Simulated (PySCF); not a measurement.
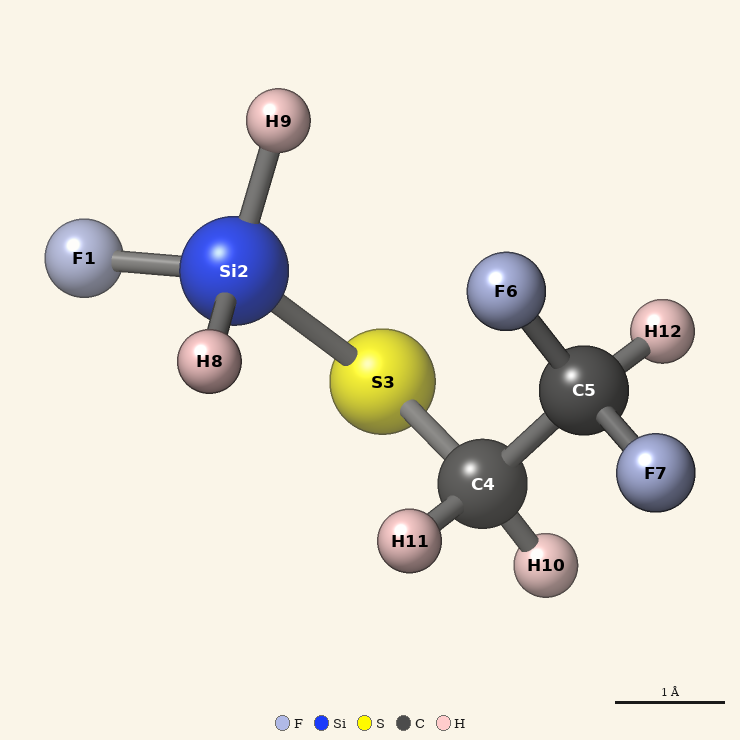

Orthographic view. Distant atoms are faded towards the background colour. Computed geometry: PBE0-D3(BJ)/def2-SVP optimisation. No frequency run is at hand to confirm it as a minimum.

Write a MOL file (V2000) with the atoms in numerical order, bonds sorted by atom number with the orders drawn, and coordinates in the frame of the picture: x right, y up, z towards the viewer, origin at the mean position.

```
C2H5F3SSi
                    3D

 12 11  0  0  0  0  0  0  0  0999 V2000
   -3.1000    1.0600   -1.1200 F   0  0  0  0  0  0  0  0  0  0  0  0
   -1.7200    0.9400   -0.2800 Si  0  0  0  0  0  4  0  0  0  0  0  0
   -0.3400   -0.0900   -1.5800 S   0  0  0  0  0  0  0  0  0  0  0  0
    0.5800   -1.0300   -0.3300 C   0  0  0  0  0  0  0  0  0  0  0  0
    1.5200   -0.1700    0.4700 C   0  0  0  0  0  0  0  0  0  0  0  0
    0.8000    0.7500    1.1800 F   0  0  0  0  0  0  0  0  0  0  0  0
    2.1900   -0.9300    1.3600 F   0  0  0  0  0  0  0  0  0  0  0  0
   -1.9400    0.1000    0.9200 H   0  0  0  0  0  0  0  0  0  0  0  0
   -1.3100    2.3300    0.0400 H   0  0  0  0  0  0  0  0  0  0  0  0
    1.1700   -1.7900   -0.8800 H   0  0  0  0  0  0  0  0  0  0  0  0
   -0.0900   -1.5600    0.3600 H   0  0  0  0  0  0  0  0  0  0  0  0
    2.2500    0.3800   -0.1500 H   0  0  0  0  0  0  0  0  0  0  0  0
  1  2  1  0
  2  3  1  0
  2  8  1  0
  2  9  1  0
  3  4  1  0
  4  5  1  0
  4 10  1  0
  4 11  1  0
  5  6  1  0
  5  7  1  0
  5 12  1  0
M  END
```
